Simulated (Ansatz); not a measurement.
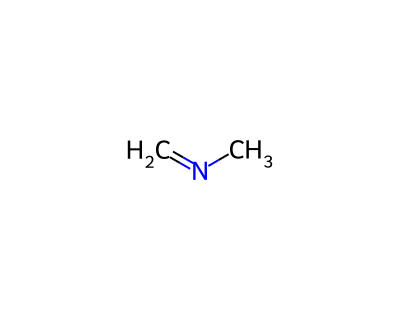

2D structure.

Give its SMILES.

Answer. C=NC

What is the molecular formula?

Answer. C2H5N.

An optimisation with PBE0-D4/def2-TZVP gave a structure of which point group?

Answer. Cs.

More results for the same structure follow; atom numbers are the same in all pictures, views and colours differ. The computed structure is the end point of a PBE0-D4/def2-TZVP optimisation.

### Electronic properties

Level of theory: RKS BLYP-D4/def2-TZVPP (Ansatz 0.2.0).

Computed properties:

- HOMO energy (Kohn–Sham orbital): −5.78 eV
- LUMO energy (Kohn–Sham orbital): −1.31 eV
- HOMO–LUMO gap: 4.48 eV
- dispersion correction: −21.4 kJ/mol

### Thermal motion

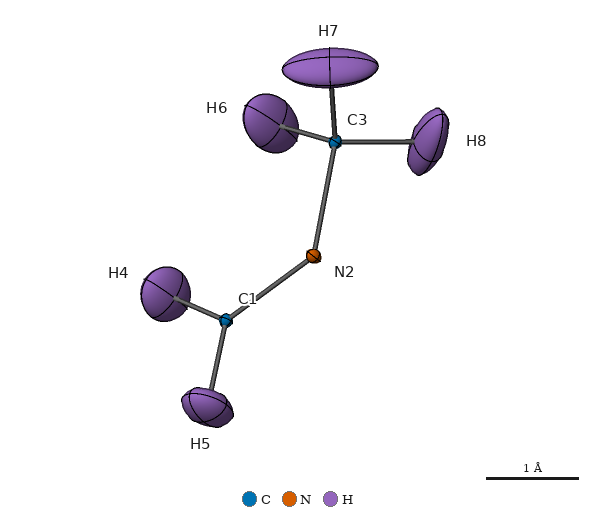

Displacement ellipsoids at the 50 % level, enlarged 1.5 times, from the internal vibrations of the free molecule (harmonic, no overall translation or rotation; no half-axis is drawn under 0.075 Å). Vibrations computed with RKS PBE0-D4/def2-TZVP (Ansatz 0.2.0). Temperature: 298 K.

List U_eq and the three principal root-mean-square amplitudes for each kind of atom.

```csv
atom,U_eq (Å²),rms amplitudes (Å)
C1,0.00086,"0.020, 0.033, 0.033"
N2,0.0012,"0.022, 0.035, 0.043"
C3,0.00066,"0.018, 0.022, 0.034"
H4,0.0147,"0.074, 0.127, 0.150"
H5,0.0128,"0.077, 0.116, 0.138"
H6,0.0184,"0.075, 0.126, 0.184"
"H7, H8",0.0230,"0.074, 0.113, 0.225"
```

### Vibrations

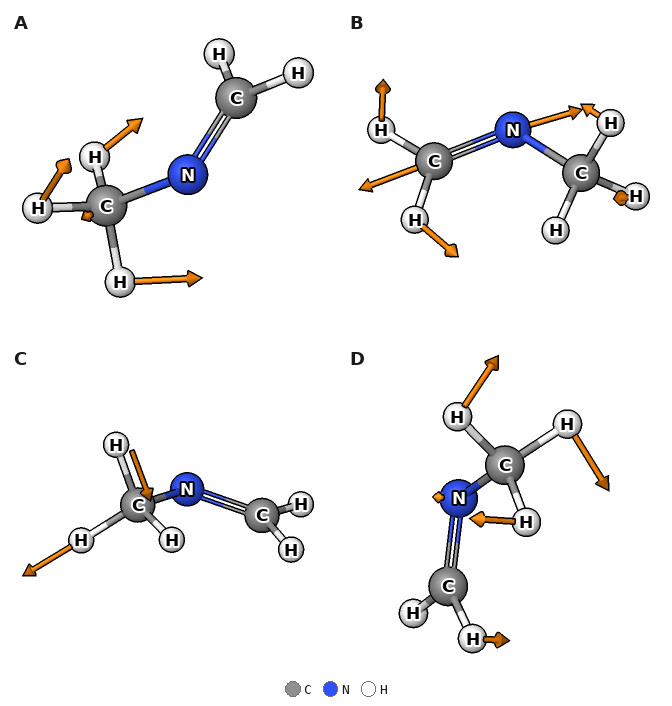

4 normal modes of one molecule or complex, as arrows. Harmonic vibrations computed with RKS PBE0-D4/def2-TZVP (Ansatz 0.2.0) at a stationary point of the same level.

Match the panels to the wavenumbers 223 cm⁻¹, 1427 cm⁻¹, 1767 cm⁻¹, 3111 cm⁻¹.

Answer. A: 1427 cm⁻¹, angle bending
B: 1767 cm⁻¹
C: 3111 cm⁻¹, out-of-phase stretching of 2 C–H bonds
D: 223 cm⁻¹, a torsion or out-of-plane motion in which bond lengths and bond angles hardly change
